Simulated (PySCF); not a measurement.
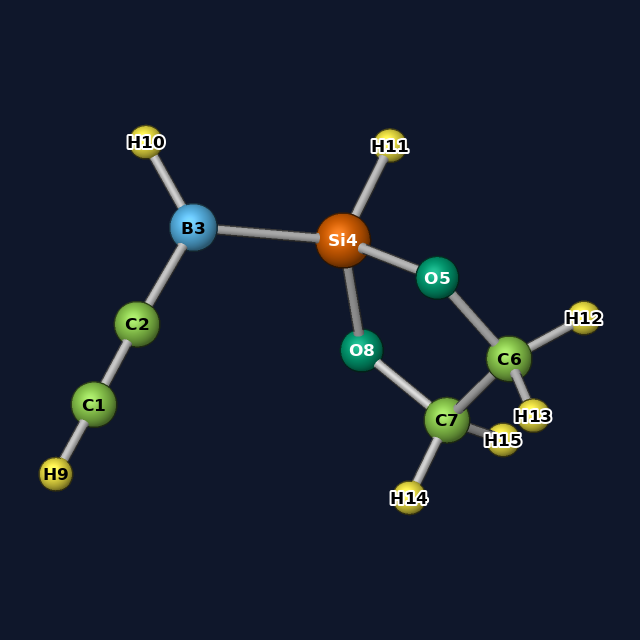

The questions are on isotropic NMR shieldings of the C atoms. Computed geometry: GFN2-xTB optimisation. No frequency run is at hand to confirm it as a minimum. Method: GIAO PBE0/pcSseg-1 NMR shielding, non-relativistic, gas phase (PySCF 2.14.0).

Give the isotropic NMR shieldings of the C atoms atom by atom.

```
atom  σ (ppm)
  C1     10.5
  C2     84.2
  C6    120.7
  C7    120.2
```

The geometry is semi-empirical. Around B, Si such bond lengths and angles can be off by a tenth of an ångström or more and by several degrees, and values that hang on the shape move with them.
